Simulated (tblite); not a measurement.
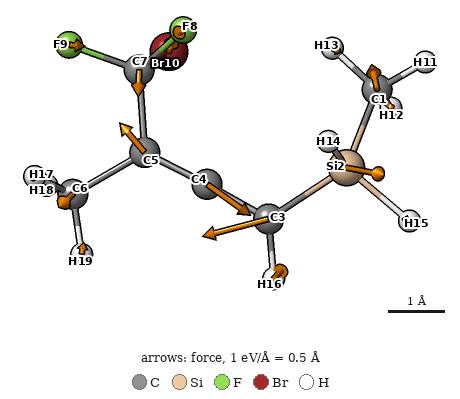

Starting geometry of C$_{6}$H$_{9}$BrF$_{2}$Si with the computed forces as orange arrows. A ball-and-stick model, seen at a tilt.

Method: GFN2-xTB geometry optimisation, gas phase in tblite 0.8.0. 

Q: What follows when this structure is relaxed?

A: It isn't relaxed: the largest force vector, on Si2, is 2.89 eV/Å. The final displacements have little in common with the starting forces (cosine between the two patterns 0.11). Over 145 geometry steps the energy falls by 36.0 kcal/mol. The largest move after the best rigid fit is that of Br10, 1.82 Å. By element the largest moves are Br 1.82 Å, H 1.68 Å, F 1.56 Å, C 0.80 Å, Si 0.18 Å. Some distances before and after: Si2–C3 1.817 → 1.904 Å, C7–Br10 1.946 → 2.015 Å, C1–Si2 1.843 → 1.896 Å, C5–C7 1.516 → 1.487 Å. Bond angles that change, for instance: C1–Si2–C3 113.5° → 107.1°, H14–Si2–H15 106.1° → 111.0°, F8–C7–Br10 109.8° → 106.1°. Groups turn about Si2–C3 by about 40°, C5–C7 by about 25°. Cost: 2.9 s on 1 thread of Arm Neoverse N1, with other jobs on the host.
